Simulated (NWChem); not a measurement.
# CuCl (cuprous chloride) at M06-2X/def2-TZVP

What is the electronic atomisation energy of CuCl (cuprous chloride) at M06-2X/def2-TZVP? 

The calculation is run with NWChem 7.3.0.

4 further runs of the same task are left out: 4 that didn't finish.

### Step 1. The system as given

CuCl has 2 atoms, charge 0, and is taken as a singlet. As SMILES, `[Cl][Cu]`. The shape is that of a PBE0-D4/def2-TZVP optimisation.

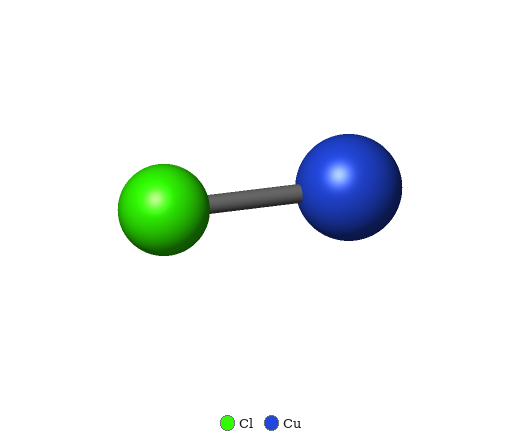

The structure, seen from a chosen angle (chlorine green, copper blue).

### Step 2. A single-point energy at M06-2X/def2-TZVP

File job.nw:

```
start job
title "ClCu M06-2X"
memory total 2200 mb
charge 0
geometry units angstrom noautosym nocenter noautoz
 Cl    0.898300   -0.345200    0.446400
 Cu   -0.868800    0.285000   -0.442400
end
basis spherical bse
 * library def2-TZVP
end
dft
 xc m06-2x
 mult 1
 grid lebedev 99 14
 convergence energy 1e-08
 iterations 100
 mulliken
 noprint "final vectors analysis"
end
task dft energy
```

Launch:

```console
$ nwchem job.nw > job.out
```

The program printed:

```text
[...]
          Wavefunction type:  closed shell.
          No. of atoms     :     2
          No. of electrons :    46
[...]
          Charge           :     0
          Spin multiplicity:     1
[...]
          AO basis - number of functions:    82
[...]
              XC Information
              --------------
                       M06-2X Method XC Functional
                     Hartree-Fock (Exact) Exchange  0.540
                        M06-2X Exchange Functional  1.000
                      M06-2X Correlation Potential  1.000
[...]
 d= 0,ls=0.0,diis     1  -2100.5759373083 -2.23D+03  1.54D-02  2.79D+00     3.3
[...]
 d= 0,ls=0.0,diis    12  -2100.7079997504 -5.39D-09  5.92D-07  1.55D-09    25.8
         Total DFT energy =    -2100.707999750429
      One electron energy =    -3175.341600553209
           Coulomb energy =     1044.502330991636
    Exchange-Corr. energy =      -95.535816582336
 Nuclear repulsion energy =      125.667086393481
[...]
      Total Density - Mulliken Population Analysis
     ---------------------------------------------
    Atom       Charge   Shell Charges
 -----------   ------   -------------------------------------------------------
    1 Cl  17    17.52   2.01  0.43  1.53  1.10  0.86  4.20  1.66  1.14  2.75  1.80  0.01  0.02  0.00
    2 Cu  29    28.48   2.00  2.00  1.19  0.80  0.36  0.02  5.99  4.80  1.21  0.18  5.52  3.10  1.25  0.07  0.00
[...]
```

It took 26 s on 1 thread of Intel Xeon Platinum 8259CL at 2.50GHz (Skylake/Cascade Lake), shared host; peak memory 0.11 GiB.

### Step 3. The Cl atom at the same level

File geom.nw:

```
start geom
memory total 2200 mb
geometry units angstrom noautosym nocenter noautoz
  Cl    0.000000    0.000000    0.000000
end
basis "ao basis" spherical bse
  * library def2-TZVP
end
dft
  xc m06-2x
  mult 2
  grid lebedev 99 14
  convergence energy 1e-08
  maxiter 100
  mulliken
  print low
end
task dft energy
```

Run the same way, it converges to -460.13261 Eh (log not shown).

### Step 4. The Cu atom

File cu.nw:

```
start cu
memory total 2200 mb
charge 0

geometry units atomic noautosym nocenter noautoz
  Cu   0.00000000   0.00000000   0.00000000
end

basis spherical bse
  * library def2-TZVP
end

dft
  xc m06-2x
  mult 2
  grid lebedev 99 14
  convergence energy 1e-08
  iterations 100
  mulliken
  noprint "final vectors analysis"
end

task dft energy
```

Run the same way, it converges to -1640.44394 Eh (log not shown).

### Step 5. Summary of results

Level: M06-2X/def2-TZVP.

| quantity | value |
| --- | --- |
| molecule: total energy | -2100.70800 Eh |
| molecule: dipole moment | 5.57 D |
| Cl atom: total energy | -460.13261 Eh |
| Cl atom: ⟨S²⟩ | 0.753 |
| Cu atom: total energy | -1640.44394 Eh |
| Cu atom: ⟨S²⟩ | 0.751 |
| electronic atomisation energy | 3.577 eV |

In words: Taking the molecule apart into free atoms costs 3.58 eV (345 kJ/mol), before zero-point energy and without spin-orbit coupling.
